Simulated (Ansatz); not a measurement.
# CCSDT(Q)/STO-3G run of C2HF (SMILES C#CF)

Aim: the vertical ionisation energy of C2HF at CCSDT(Q)/STO-3G, from 2 runs. 

Program for the calculation: Ansatz 0.2.0.

49 further runs of the same task are left out: 5 that didn't finish, 44 set aside as unsound or not needed.

## 1. The structure to begin with

The species is C2HF (4 atoms), meant as a singlet with charge 0. SMILES: `C#CF`. The shape is that of a PBE0-D4/def2-TZVP optimisation.

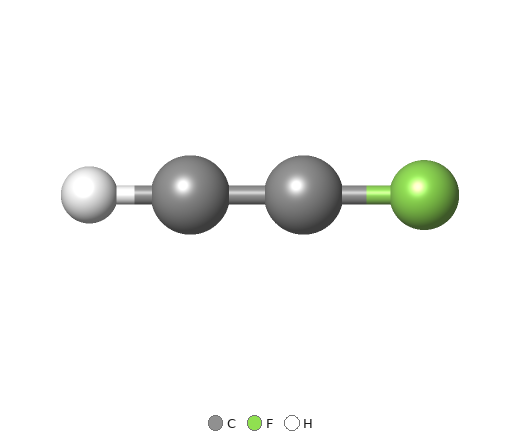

The structure, seen from a chosen angle (carbon grey, fluorine green, hydrogen white).

## 2. A single-point energy at CCSDT(Q)/STO-3G

Contents of molecule.yaml:

```yaml
crystal:
  periodic: [false, false, false]
  atoms:
    - {symbol: C, position_ang: [-0.361030, 0.453110, -0.290220]}
    - {symbol: C, position_ang: [0.303270, -0.380840, 0.243810]}
    - {symbol: F, position_ang: [1.010600, -1.269010, 0.812300]}
    - {symbol: H, position_ang: [-0.952830, 1.196740, -0.765890]}
basis:
  gaussian:
    orbitals: STO-3G
correlation:
  method: ccsdt_q
  frozen_orbitals: {C: 1, F: 1, H: 0}
accuracy: high
scf:
  omitted_lower_state_checks: [cluster_reference, increment]
```

Command:

```bash
$ ansatz run molecule.yaml --threads 1 --pin off --max-ram 3480MiB --events-out events.jsonl --progress --plain --runs-dir runs
```

Standard output, shortened:

```text
Warning: RAYON_NUM_THREADS=1 ignored (pool sized by the plan → 1); use --threads N
Functional definition: HF
  name "HF"
[...]
270 factors; integrals over basis functions are off by at most 3.6e-8 eV
[...]
mean field -4715.80120014 eV, -173.3024976203 hartree, gradient 1.5e-8 eV, S^2 0.000000; 0 other end points of the search recorded, 0 dependent functions left out
3 core orbitals not correlated: weight in the atoms' cores, before any rotation towards them, 1.000 or more for the frozen orbitals, at most 0.000 for the correlated occupied ones
reference -4715.80120014 eV, -173.3024976203 hartree; 8, 8 occupied and 5, 5 virtual orbitals, 270 factors
second order -4.37335299 eV of doubles, -0.00000000 eV of singles
cycle   1  -4.57590801 eV  change   -2.0e-1 eV  update   7.3e-2
[...]
cycle  22  -5.00816763 eV  change   5.3e-10 eV  update  7.6e-10
perturbative correction -0.04217970 eV, -0.0015500754 hartree
Total energy: -4720.85154747 eV, -173.4880944613 hartree
Checks for a lower state left out: cluster_reference, increment
```

Run time: 0.4 s. Hardware: 1 thread of Intel Xeon Platinum 8259CL at 2.50GHz (Skylake/Cascade Lake), shared host.

## 3. The doublet cation at the same level

Contents of input.yaml:

```yaml
crystal:
  periodic: [false, false, false]
  atoms:
    - {symbol: C, position_ang: [-0.361030, 0.453110, -0.290220]}
    - {symbol: C, position_ang: [0.303270, -0.380840, 0.243810]}
    - {symbol: F, position_ang: [1.010600, -1.269010, 0.812300]}
    - {symbol: H, position_ang: [-0.952830, 1.196740, -0.765890]}
basis:
  gaussian: {orbitals: STO-3G}
scf: {omitted_lower_state_checks: [cluster_reference, increment]}
correlation: {method: ccsdt_q, frozen_orbitals: {C: 1, F: 1, H: 0}}
total_charge: 1
accuracy: high
magnetization: {spin_polarized: true, initial_magnetization: 1}
```

Command:

```bash
$ ansatz run input.yaml --threads 1 --pin off --max-ram 3480MiB --events-out events.jsonl --progress --plain --runs-dir runs
```

Standard output, shortened:

```text
Warning: RAYON_NUM_THREADS=1 ignored (pool sized by the plan → 1); use --threads N
[... 2 set-up lines as earlier in the session ...]
[...]
270 factors; integrals over basis functions are off by at most 3.6e-8 eV
[...]
mean field -4707.23877164 eV, -172.9878341766 hartree, gradient 2.5e-8 eV, S^2 0.773222; 6 other end points of the search recorded, 0 dependent functions left out
3 core orbitals not correlated: weight in the atoms' cores, before any rotation towards them, 1.000 or more for the frozen orbitals, at most 0.000 for the correlated occupied ones
reference -4707.23877164 eV, -172.9878341766 hartree; 8, 7 occupied and 5, 6 virtual orbitals, 270 factors
second order -3.74120930 eV of doubles, -0.00000000 eV of singles
cycle   1  -4.11452690 eV  change   -3.7e-1 eV  update   1.1e-1
[...]
cycle  31  -4.76964661 eV  change   1.1e-10 eV  update  8.5e-10
perturbative correction -0.02097300 eV, -0.0007707434 hartree
Total energy: -4712.02939124 eV, -173.1638861998 hartree
Checks for a lower state left out: cluster_reference, increment
```

It took 3.3 s on 1 thread of Intel Xeon Platinum 8259CL at 2.50GHz (Skylake/Cascade Lake), shared host; peak memory 0.12 GiB.

## 4. Summary of results

At CCSDT(Q)/STO-3G, 3 core orbitals frozen:

| quantity | value |
| --- | --- |
| singlet C2HF: total energy | -173.48809 Eh |
| singlet C2HF: correlation energy (3 core orbitals frozen) | -185.6 mEh |
| singlet C2HF: T1 diagnostic | 0.008 |
| doublet cation: total energy | -173.16389 Eh |
| doublet cation: correlation energy (3 core orbitals frozen) | -176.1 mEh |
| doublet cation: ⟨S²⟩ of the reference determinant | 0.773 |
| doublet cation: T1 diagnostic | 0.031 |
| vertical ionisation energy (to the doublet cation) | 8.822 eV |

In words: Removing an electron at fixed nuclei costs 8.82 eV (203 kcal/mol). In a minimal basis such a difference can be off by several eV, whatever the method.
